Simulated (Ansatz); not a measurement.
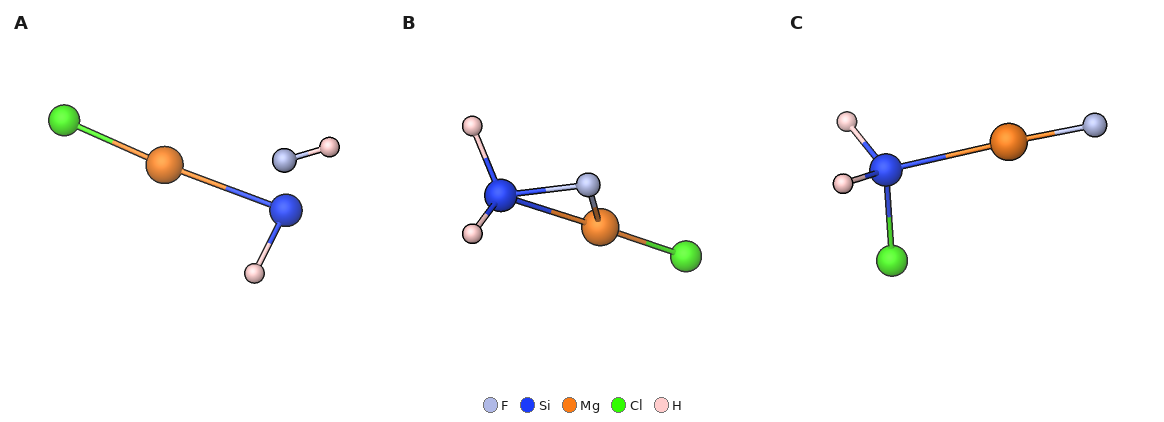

3 stationary structures of one formula. Geometries: PBE-D4/def2-SVP. Electronic energies: PBE-D4/def2-SVP (Ansatz 0.2.0), without zero-point energy. No frequency run is at hand to confirm each as a minimum.

Which is lowest in energy, and by how much?

B is lowest (Cs); C lies 18.5 kJ/mol above it (Cs), A lies 272.7 kJ/mol above it (C1).
